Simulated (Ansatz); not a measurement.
System YbC (space group P6_3/mmc, No. 194); source of the atomic positions: the geometry relaxed with DFT PBEsol, scalar-relativistic, plane waves, PAW (Ansatz); the starting structure was generated, so it need not be a known form of this composition.

```cif
data_structure
_symmetry_space_group_name_H-M 'P 1'
_symmetry_Int_Tables_number 1
_cell_length_a 3.3683
_cell_length_b 3.3683
_cell_length_c 5.9684
_cell_angle_alpha 90.000
_cell_angle_beta 90.000
_cell_angle_gamma 120.000
_cell_volume 58.64
loop_
_atom_site_label
_atom_site_type_symbol
_atom_site_fract_x
_atom_site_fract_y
_atom_site_fract_z
_atom_site_occupancy
Yb1 Yb 0.00000 0.00000 0.00000 1
Yb2 Yb 0.00000 0.00000 0.50000 1
C1 C 0.33333 0.66667 0.25000 1
C2 C 0.66667 0.33333 0.75000 1
```

Describe the stacking along c, with columns A (0, 0), B (1/3, 2/3), C (2/3, 1/3) of the hexagonal mesh.

Yb(A) – C(B) – Yb(A) – C(C) (four layers in 5.97 Å).

C layers alone: BC, the hexagonal close-packed type.

Yb: two octahedral sites in each hexagonal cell.

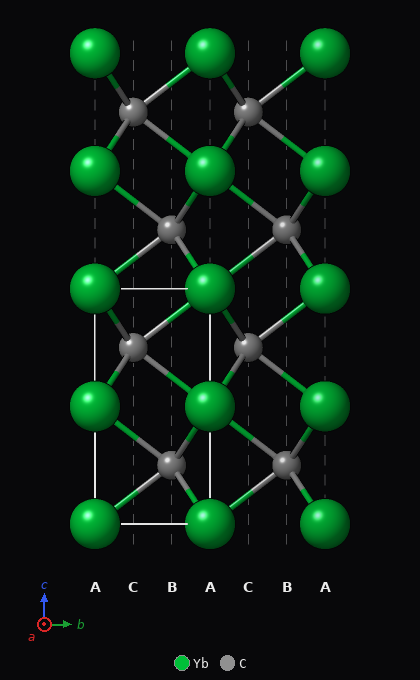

The picture looks along a close-packed row of the hexagonal mesh; c points upwards. The dashed lines mark the three columns A (0, 0), B (1/3, 2/3) and C (2/3, 1/3). The sequence starts with the first layer at or above the cell's origin.
